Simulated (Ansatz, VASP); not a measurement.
# Cross-check of MgS (Niningerite) between VASP and Ansatz

Aim: how closely do two programs agree when they are given the same cell, functional and k mesh?

Method: plane waves, with VASP 6.6.1 beside it; band structure at r2SCAN, band structure at LDA and dielectric response at LDA, in Ansatz 0.2.0.

## Step 1: The structure

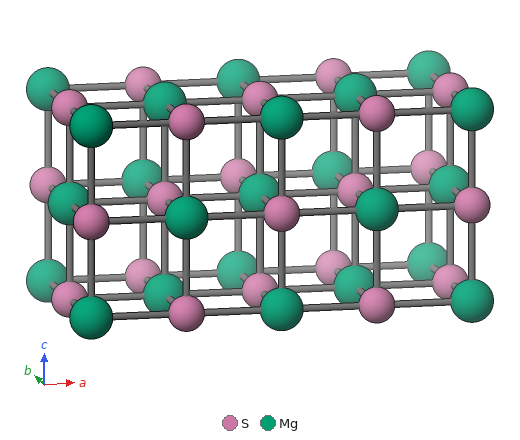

The starting structure, seen slightly off an axis (sulfur pink, magnesium teal). 2×1×1 cells are drawn. This picture shows the conventional cell, with its axes. Some periodic images of atoms are drawn too.

## Step 2: VASP: band structure, r2SCAN

The same path points are solved in both programs, so levels can be compared one by one.

Lines of VASP's logs that name or quote its potential files are left out, and so is its time.

INCAR reads:

```
SYSTEM = MgS
PREC = Accurate
ENCUT = 350
EDIFF = 1E-06
NELM = 100
ISMEAR = 0
SIGMA = 0.03
LREAL = .FALSE.
ALGO = Normal
METAGGA = R2SCAN
LASPH = .TRUE.
NBANDS = 16
LORBIT = 11
LWAVE = .FALSE.
LCHARG = .FALSE.
KPAR = 4
```

POSCAR reads:

```
MgS
1.0
    0.0000000000      2.6016500000      2.6016500000
    2.6016500000      0.0000000000      2.6016500000
    2.6016500000      2.6016500000      0.0000000000
S Mg
1 1
Direct
    0.5000000000      0.5000000000      0.5000000000
    0.0000000000      0.0000000000      0.0000000000
```

KPOINTS reads:

```
Automatic mesh
0
Gamma
8 8 8
0 0 0
```

KPOINTS_OPT reads:

```
Line mode
10
Line-mode
Reciprocal
  0.00000000   0.00000000   0.00000000 GAMMA
  0.50000000   0.00000000   0.50000000 X

  0.50000000   0.00000000   0.50000000 X
  0.50000000   0.25000000   0.75000000 W

  0.50000000   0.25000000   0.75000000 W
  0.37500000   0.37500000   0.75000000 K

  0.37500000   0.37500000   0.75000000 K
  0.00000000   0.00000000   0.00000000 GAMMA

  0.00000000   0.00000000   0.00000000 GAMMA
  0.50000000   0.50000000   0.50000000 L

  0.50000000   0.50000000   0.50000000 L
  0.62500000   0.25000000   0.62500000 U

  0.62500000   0.25000000   0.62500000 U
  0.50000000   0.25000000   0.75000000 W

  0.50000000   0.25000000   0.75000000 W
  0.50000000   0.50000000   0.50000000 L

  0.50000000   0.50000000   0.50000000 L
  0.37500000   0.37500000   0.75000000 K

  0.62500000   0.25000000   0.62500000 U
  0.50000000   0.00000000   0.50000000 X
```

The projector-augmented-wave data sets are S and Mg (PBE family, release 64).

Command:

```sh
mpirun -np 4 vasp_std
```

Numbers of over 12 decimals in the logs are rounded to 6 here.

What it wrote:

```text
[banner, memory and clock lines left out]
running    4 mpi-ranks, on    1 nodes
 distrk:  each k-point on    1 cores,    4 groups
 distr:  one band on    1 cores,    1 groups

 POSCAR found type information on POSCAR S Mg
 POSCAR found :  2 types and       2 ions
|                                                                             |
|               ----> ADVICE to this user running VASP <----                  |
|                                                                             |
|     You enforced a specific xc type in the INCAR file but a different       |
|     [... a line on the potential file left out ...]
|     I HOPE YOU KNOW WHAT YOU ARE DOING!                                     |
|                                                                             |

 LDA part: xc-table for (None), standard interpolation
 POSCAR, INCAR and KPOINTS ok, starting setup
 FFT: planning ... GRIDC
 FFT: planning ... GRID_SOFT
 FFT: planning ... GRID
 WAVECAR not read
 entering main loop
       N       E                     dE             d eps       ncg     rms          rms(c)
DAV:   1     0.565165636895E+01    0.56517E+01   -0.26541E+03  1016   0.293E+02
DAV:   2    -0.163629267565E+02   -0.22015E+02   -0.21184E+02  1256   0.740E+01
DAV:   3    -0.170981181643E+02   -0.73519E+00   -0.73453E+00  1160   0.125E+01
DAV:   4    -0.171015593703E+02   -0.34412E-02   -0.34411E-02  1224   0.998E-01
DAV:   5    -0.171015890202E+02   -0.29650E-04   -0.29650E-04  1120   0.884E-02    0.459E+00
DAV:   6    -0.155189451859E+02    0.15826E+01   -0.72460E-01  1096   0.359E+00    0.460E+00
DAV:   7    -0.155063153412E+02    0.12630E-01   -0.17302E-01  1224   0.162E+00    0.255E+00
DAV:   8    -0.155092796388E+02   -0.29643E-02   -0.55137E-03  1072   0.387E-01    0.313E-01
DAV:   9    -0.155093418551E+02   -0.62216E-04   -0.35753E-04  1184   0.920E-02    0.180E-01
DAV:  10    -0.155093681342E+02   -0.26279E-04   -0.23411E-05  1168   0.251E-02    0.869E-02
DAV:  11    -0.155093768211E+02   -0.86869E-05   -0.94961E-06  1208   0.111E-02    0.412E-03
DAV:  12    -0.155093761383E+02    0.68277E-06   -0.32958E-07   672   0.289E-03
   1 F= -.15509376E+02 E0= -.15509376E+02  d E =-.194191E-33
 Start KPOINTS_OPT (optional k-point list driver)
k-point batch [1-29\100]
       N       E                     dE             ncg
DAV:   1     0.333177943702E+03   -0.58067E+04     1000
DAV:   2    -0.258997179301E+03   -0.59218E+03     1256
DAV:   3    -0.278329353913E+03   -0.19332E+02     1160
DAV:   4    -0.278425072982E+03   -0.95719E-01     1200
DAV:   5    -0.278425954086E+03   -0.88110E-03     1176
DAV:   6    -0.278425964099E+03   -0.10013E-04     1192
DAV:   7    -0.278425964214E+03   -0.11474E-06      968
[...]
k-point batch [88-100\100]
       N       E                     dE             ncg
DAV:   1     0.394842455179E+04   -0.32710E+04      440
DAV:   2     0.366906970667E+04   -0.27935E+03      560
DAV:   3     0.366074646576E+04   -0.83232E+01      496
DAV:   4     0.366070554330E+04   -0.40922E-01      552
DAV:   5     0.366070515076E+04   -0.39254E-03      480
DAV:   6     0.366070514614E+04   -0.46208E-05      576
DAV:   7     0.366070514609E+04   -0.52852E-07      384
```

Parts of OUTCAR (step 2):

```text
ion  position               nearest neighbor table
   1  0.500  0.500  0.500-   2 2.60   2 2.60   2 2.60   2 2.60   2 2.60   2 2.60
   2  0.000  0.000  0.000-   1 2.60   1 2.60   1 2.60   1 2.60   1 2.60   1 2.60

  LATTYP: Found a face centered cubic cell.
 ALAT       =     5.2033000000

 Subroutine GETGRP returns: Found 48 space group operations
 (whereof 48 operations were pure point group operations)

The static configuration has the point symmetry O_h .

 Found     29 irreducible k-points:

   k-points           NKPTS =     29   k-points in BZ     NKDIM =     29   number of bands    NBANDS=     16

   dimension x,y,z NGX =    24 NGY =   24 NGZ =   24
   dimension x,y,z NGXF=    48 NGYF=   48 NGZF=   48

   ENCUT  =  350.0 eV  25.72 Ry    5.07 a.u.   5.61  5.61  5.61*2*pi/ulx,y,z

   NELECT =       8.0000    total number of electrons

 k-points in reciprocal lattice and weights: Automatic mesh
   0.00000000  0.00000000  0.00000000       0.002
   0.12500000  0.00000000  0.00000000       0.016
   0.25000000  0.00000000  0.00000000       0.016
   0.37500000  0.00000000  0.00000000       0.016
   0.50000000  0.00000000  0.00000000       0.008
   0.12500000  0.12500000  0.00000000       0.012
   0.25000000  0.12500000  0.00000000       0.047
   0.37500000  0.12500000  0.00000000       0.047
   0.50000000  0.12500000  0.00000000       0.047
[...]
-0.37500000  0.50000000  0.12500000       0.023
  -0.25000000  0.50000000  0.25000000       0.012

 average (electrostatic) potential at core
       1 -89.0319       2 -40.2846

 E-fermi :   3.7413

 k-point     1 :       0.0000    0.0000    0.0000
  band No.  band energies     occupation
      1      -9.6895      2.00000
      2       3.4932      2.00000
      3       3.4932      2.00000
      4       3.4932      2.00000
      5       8.1089      0.00000
      6      12.0246      0.00000
      7      12.0246      0.00000
      8      12.0246      0.00000
      9      14.4378      0.00000
    ...

 k-point     2 :       0.1250    0.0000    0.0000
  band No.  band energies     occupation
      1      -9.5343      2.00000
      2       2.4802      2.00000
      3       3.3876      2.00000
      4       3.3876      2.00000
      5       8.8647      0.00000
      6      11.7547      0.00000
      7      12.2868      0.00000
      8      12.2868      0.00000
      9      13.8496      0.00000
    ...

 k-point     3 :       0.2500    0.0000    0.0000
  band No.  band energies     occupation
      1      -9.1158      2.00000
      2       0.6955      2.00000
      3       3.1564      2.00000
      4       3.1564      2.00000
      5       9.2007      0.00000
      6      11.9228      0.00000
      7      11.9228      0.00000
      8      12.6199      0.00000
      9      14.4662      0.00000
    ...

  Total       -0.1000693     -0.1000693     -0.1000693      0.0000000     -0.0000000     -0.0000000
  in kB       -4.5523395     -4.5523395     -4.5523395      0.0000000     -0.0000000     -0.0000000
  external PRESSURE =      -4.5523395 kB  Pullay stress =       0.0000000 kB

  energy-cutoff  :      350.00
  volume of cell :       35.22
      direct lattice vectors                 reciprocal lattice vectors
     0.000000000  2.601650000  2.601650000    -0.192185728  0.192185728  0.192185728
     2.601650000  0.000000000  2.601650000     0.192185728 -0.192185728  0.192185728
     2.601650000  2.601650000  0.000000000     0.192185728  0.192185728 -0.192185728

 POSITION                                       TOTAL-FORCE (eV/Angst)
 -----------------------------------------------------------------------------------
      2.60165      2.60165      2.60165         0.000000     -0.000000      0.000000
      0.00000      0.00000      0.00000        -0.000000      0.000000     -0.000000
 -----------------------------------------------------------------------------------
    total drift:                               -0.000000     -0.000000      0.000000

  FREE ENERGIE OF THE ION-ELECTRON SYSTEM (eV)
  ---------------------------------------------------
  free  energy   TOTEN  =       -15.5093761383 eV

  energy  without entropy=      -15.5093761383  energy(sigma->0) =      -15.50937614

 total charge
# of ion       s       p       d       tot
------------------------------------------
    1        1.301   2.539   0.000   3.839
    2        0.125   0.123   0.037   0.285
--------------------------------------------------
tot          1.425   2.662   0.037   4.124

[... 3 further parts left out ...]
```

The run ends at a pressure of -0.46 GPa.

## Step 3: Ansatz: band structure, r2SCAN

Ansatz runs on its default PAW (the set named soft_2) files.

The same cell, functional, mesh and smearing now go to Ansatz, which takes its cutoff from its data sets.

input.yaml reads:

```yaml
crystal:
  lattice:
    - [0.0, 2.60165, 2.60165]
    - [2.60165, 0.0, 2.60165]
    - [2.60165, 2.60165, 0.0]
  atoms:
    - { symbol: S, position: [0.5, 0.5, 0.5] }
    - { symbol: Mg, position: [0.0, 0.0, 0.0] }
hamiltonian:
  xc: r2scan
  pseudopotentials: { kind: paw }
kpoints:
  mp_grid: { grid: [8, 8, 8] }
  band_path:
    path:
      - [0.0, 0.0, 0.0]
      - [0.16667, 0.0, 0.16667]
      - [0.33333, 0.0, 0.33333]
      - [0.5, 0.0, 0.5]
      - [0.5, 0.08333, 0.58333]
      - [0.5, 0.19444, 0.69444]
      - [0.5, 0.25, 0.75]
      - [0.45833, 0.29167, 0.75]
      - [0.40278, 0.34722, 0.75]
      - [0.375, 0.375, 0.75]
      - [0.20833, 0.20833, 0.41667]
      - [0.08333, 0.08333, 0.16667]
      - [0.0, 0.0, 0.0]
      - [0.22222, 0.22222, 0.22222]
      - [0.38889, 0.38889, 0.38889]
      - [0.51389, 0.47222, 0.51389]
      - [0.55556, 0.38889, 0.55556]
      - [0.61111, 0.27778, 0.61111]
      - [0.61111, 0.25, 0.63889]
      - [0.56944, 0.25, 0.68056]
      - [0.51389, 0.25, 0.73611]
      - [0.5, 0.27778, 0.72222]
      - [0.5, 0.38889, 0.61111]
      - [0.5, 0.47222, 0.52778]
      - [0.48611, 0.48611, 0.52778]
      - [0.43056, 0.43056, 0.63889]
      - [0.38889, 0.38889, 0.72222]
      - [0.59722, 0.19444, 0.59722]
      - [0.55556, 0.11111, 0.55556]
      - [0.5, 0.0, 0.5]
    npoints: 1
scf:
  occupations: { method: gaussian, width: 0.03 }
  n_extra_bands: 7
output:
  forces: true
  stress: true
  eigenvalues: true
```

Command:

```sh
ansatz run input.yaml --threads 2 --pin off --max-ram 4608MiB --backend cpu --events-out ev --progress --plain --runs-dir out
```

What it wrote:

```text
scf.n_extra_bands = 7 over 8 filled bands (N_el = 16.0): the run solves 15 bands
Engine: ansatz 0.2.0, aarch64-unknown-linux-gnu
Pseudopotentials: kind: paw
Pseudopotential: S, paw, valence charge 6, recommended cutoff 500 eV (meta_gga), S.paw.azcp
Pseudopotential: Mg, paw, valence charge 10, recommended cutoff 500 eV (meta_gga), Mg.paw.azcp
Functional definition: r2SCAN
  parameter k0 = 0.174
  parameter k1 = 0.065
  parameter a1 = 4.9479
  exchange = r2scan_x(k0 = k0, k1 = k1, a1 = a1)
  correlation = r2scan_c
Crystal: 2 atoms, lattice volume = 35.219 Å³
Basis set: ecut = 500 eV, 893 PW (Γ), exchange–correlation on 108×108×108 points (64 copies of the dense FFT grid, shifted against one another)
Bands: 15, of which v1, the nominal top of the filled ones, is band 8 counted from 1 (7 counted from 0)
Symmetry: 48 space group operations
Space group: Fm-3m (ITA 225), of the structure as read, at distance tolerance 3.3e-5 Å
k-points: 29 of 512
Non-local potential: S, projectors of the file, l = 0: 2, l = 1: 2, l = 2: 2
Non-local potential: Mg, projectors of the file, l = 0: 3, l = 1: 2, l = 2: 1
PAW form: soft (Blöchl's): semilocal exchange-correlation on the pseudo side does not see the compensation charge
PAW frozen core: S, regenerated for the run's functional (the file was generated under x = pbe(κ = 0.804, μ = 0.219515), c = pbe(β = 0.066725))
PAW frozen core: Mg, regenerated for the run's functional (the file was generated under x = pbe(κ = 0.804, μ = 0.219515), c = pbe(β = 0.066725))
PAW one-centre angular grid: S, 302 points (default); XC on 160 Gauss nodes
PAW one-centre angular grid: Mg, 302 points (default); XC on 224 Gauss nodes
Initial density: superposition of atomic densities (neutral atoms: chi_scale 0, normalization atom), corrected by the library's trained network
Initial wavefunctions: pseudopotential atomic-orbital guess
Functional: x = r2scan, c = r2scan; τ floored in thin density (d = 2e-4 eV/Å³)
SCF iter   1: F=—  HF=-2835.529390 eV  |F-HF|=—  |Δ(HF+E_count)|=         —  Δρ=7.02e-3  dr2=6.68e-3  dr2_τ=7.39e-3  ethr=1.77e-3  ⟨swp⟩=6.1  Hψ=2650  notcnv=0  defer=9
preconditioner: auto → none  [insulator: Δε(μ)=3.395 eV  Ē_g=15.274 eV  σ=0.030 eV  W_gap=1.00  n_scr=8 (ndim 8)  ℏωp=17.7 eV  f_vac=0.000  D(μ)=0.00/eV (n_scr^D=0)  ε∞_Penn≈2.3]
SCF iter   2: F=—  HF=-2835.575751 eV  |F-HF|=—  |Δ(HF+E_count)|=   4.64e-2  Δρ=2.88e-3  dr2=2.01e-3  dr2_τ=5.12e-5  ethr=4.17e-5  ⟨swp⟩=2.1  Hψ=1050  notcnv=0  defer=54
SCF iter   3: F=—  HF=-2835.576077 eV  |F-HF|=—  |Δ(HF+E_count)|=   3.26e-4  Δρ=7.85e-4  dr2=1.68e-4  dr2_τ=1.54e-5  ethr=1.26e-5  ⟨swp⟩=2.2  Hψ=658  notcnv=0  defer=54
SCF iter   4: F=—  HF=-2835.576044 eV  |F-HF|=—  |Δ(HF+E_count)|=   3.32e-5  Δρ=1.28e-4  dr2=3.18e-6  dr2_τ=5.76e-7  ethr=1.05e-6  ⟨swp⟩=2.1  Hψ=481  notcnv=0  defer=54
SCF iter   5: F=—  HF=-2835.576045 eV  |F-HF|=—  |Δ(HF+E_count)|=   6.07e-7  Δρ=1.07e-5  dr2=1.13e-8  dr2_τ=4.37e-9  ethr=1.99e-8  ⟨swp⟩=2.4  Hψ=531  notcnv=0  defer=54
SCF iter   6: F=-2835.576045 eV  HF=-2835.576045 eV  |F-HF|=7.77e-9  |Δ(HF+E_count)|=   2.74e-8  Δρ=4.97e-6  dr2=1.06e-8  dr2_τ=5.17e-10  ethr=7.08e-11  ⟨swp⟩=6.2  Hψ=1853  notcnv=0
SCF 1 converged in 6 iterations: F = -2835.576045 eV  dr2 = 1.06e-8
  greatest PAW one-centre occupation: 1.000 electrons in one spin orbital (limit 2), on the Mg atom at site 1 (counted from 0), in its partial waves of l = 0
NSCF: frozen V_eff on 30 k-points
SCF converged after 6 iterations
Free energy (F): -2835.576045 eV
Harris-Foulkes:  -2835.576045 eV  (|F-HF|=7.77e-9)
Internal energy: -2835.576045 eV  (E = F + TS)
E sigma→0 (E₀):  -2835.576045 eV
Fermi energy:    7.890135 eV
--- Per-component energies (eV) ---
  E_band       = -349.386634
  E_kinetic    = 184.896285
  E_local      = -1667.169019  (includes V_loc(G=0)·N_el)
  E_nonlocal   = 123.581925
  E_hartree    = 593.956074
  E_xc         = -120.722903
  E_vxc        = -136.252076  (∫ρ·V_xc dr)
  E_paw        = -906.242411  (= ΣΔE_a)
  E_vpaw       = -49.339967  (= ΣTr[D̂ρ^β])
  E_aug_tail   = -0.000001  (compensation charges beyond the density's cutoff)
  E_vtau       = 6.985459  (kinetic-family band-sum trace: ∫τ·v_τ [+ j·A + Jᵃ·Aᵃ] dr)
  E_ewald      = -1043.740020
  E_core_change = -0.135975  (= ΣΔE_core)
  E_smearing   = -0.000000  (= −TS)
  E_closure    = -0.000000  (closes the sum)
  Σ components = -2835.576045   (vs F -2835.576045, Δ=0.00e0)
--- Forces (eV/Å), atoms counted from 1 ---
  atom   1  S      0.00000000     0.00000000     0.00000000
  atom   2  Mg    -0.00000000     0.00000000     0.00000000
  max |Σ_I F_I| component: 5.75e-30 eV/Å
--- Stress (GPa, compression-positive) ---
       -0.008483       0.000000      -0.000000
        0.000000      -0.008483       0.000000
       -0.000000      -0.000000      -0.008483
  P = ⅓ Tr σ = -0.0085 GPa (-0.085 kbar)
--- Band table (eV; the first three rows and the last of 29) ---
  k-point 0: bands = [... 4 lower, -7.0266, 6.1589, 6.1589, 6.1589, 10.7994, 14.6413, 14.6413, 14.6413, ... 3 higher]
  k-point 1: bands = [... 4 lower, -6.8705, 5.1479, 6.0529, 6.0529, 11.5513, 14.3840, 14.9033, 14.9033, ... 3 higher]
  k-point 2: bands = [... 4 lower, -6.4490, 3.3642, 5.8206, 5.8206, 11.8701, 14.5587, 14.5587, 15.2783, ... 3 higher]
  k-point 28: bands = [... 4 lower, -5.2620, 2.8807, 2.8807, 3.8148, 12.0771, 14.7536, 14.7536, 14.9647, ... 3 higher]
```

Elapsed: 1.9 s, on 2 threads of Arm Neoverse V1, shared host; peak memory 0.36 GiB.

In the SCF lines HF is the Harris–Foulkes energy and dr2 the Hartree energy of the density residual, in eV; the loop may stop once dr2 is under the threshold and the program's other checks hold. Hψ counts applications of the Hamiltonian.

## Step 4: Comparison

Known differences besides the PAW data sets themselves: VASP keeps PBE cores, Ansatz makes them for the functional; the data sets hold 16 valence electrons in Ansatz (default PAW (the set named soft_2) files) and 8 in VASP; the cutoff is 500 eV in Ansatz and 350 eV in VASP. Total energies have different zeros and are not compared.

The two programs side by side:

```
                     quantity  Ansatz   VASP  difference
               pressure (GPa)   -0.01  -0.46       +0.45
gap over the path points (eV)   3.462  3.434      +0.028
```

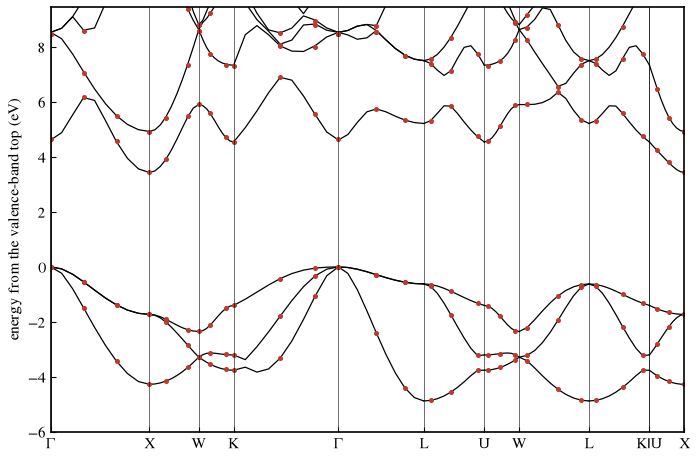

Bands from VASP (lines) and levels from Ansatz (dots). Dots without a line are higher empty bands that the VASP plot leaves out.

Levels at points of the path, from each program's valence-band top (eV; 3 filled, then empty):

```csv
k (reciprocal lattice),Ansatz,VASP
0.000 0.000 0.000,0.00 0.00 0.00 4.64 8.48 8.48,0.00 0.00 0.00 4.62 8.53 8.53
0.167 0.000 0.167,-1.49 -0.54 -0.54 6.18 7.06 8.60,-1.49 -0.54 -0.54 6.16 7.09 8.61
0.333 0.000 0.333,-3.43 -1.38 -1.38 4.58 5.48 10.72,-3.43 -1.38 -1.38 4.55 5.50 10.71
0.500 0.000 0.500,-4.27 -1.73 -1.73 3.46 4.91 13.15,-4.27 -1.73 -1.73 3.43 4.93 13.14
0.500 0.083 0.583,-4.15 -2.00 -1.90 3.94 5.43 11.84,-4.16 -2.00 -1.91 3.91 5.45 11.90
0.500 0.194 0.694,-3.65 -2.85 -2.28 5.47 7.35 9.36,-3.66 -2.85 -2.29 5.46 7.38 9.37
0.500 0.250 0.750,-3.28 -3.28 -2.34 5.92 8.60 8.60,-3.28 -3.28 -2.35 5.90 8.63 8.63
0.458 0.292 0.750,-3.54 -3.13 -2.10 5.59 7.74 9.22,-3.54 -3.13 -2.11 5.57 7.76 9.23
0.403 0.347 0.750,-3.73 -3.19 -1.51 4.71 7.35 10.17,-3.73 -3.19 -1.51 4.70 7.37 10.20
0.375 0.375 0.750,-3.75 -3.20 -1.40 4.56 7.32 10.39,-3.76 -3.20 -1.40 4.54 7.34 10.43
```

Among the levels compared (up to four filled and three empty ones at each point), filled levels agree within 5 meV and empty ones within 80 meV.

## Step 5: Further runs

An all-electron run, which needs no data sets, serves as referee.

| run | difference in gap over the path points (eV) |
| --- | --- |
| as above | 0.028 |
| Ansatz's all-electron LAPW method | 0.030 |

[end of part 1 of 2]

[Lines on the potential files, build, host, timing and source positions are cut from VASP's logs without a mark.]

[Logs are printed without paths, hosts, clocks, repeated set-up lines and the standing remarks that a program may print on its own settings, such as how far it seeks lower states.]

[Hosts, paths, dates, database ids (printed as entryN), source tags and the programs' standing remarks are cut or masked in the printed files.]
